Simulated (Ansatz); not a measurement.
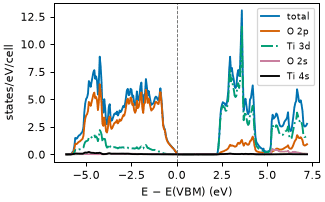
*Total and projected density of states of TiO2 (rutile, P4_2/mnm), DFT-r²SCAN in the program Ansatz with PAW potentials*

Which orbitals carry the states next to the gap?

Top 1 eV of the valence band: O 2p 95 %. Bottom 1 eV of the conduction band: Ti 3d 89 %, O 2p 9 %. Projections are on Löwdin-orthogonalised atomic valence shells; empty p or d shells of many metals are not among them.

Where is the tallest occupied peak in this window, and what makes it?

Near -4.2 eV, about 8.9 states/eV per cell; the largest projected share is O 2p.

Symmetry was held in the r²SCAN relaxation. The run is not spin-polarised.

Potentials: the later of the program's two PAW sets.
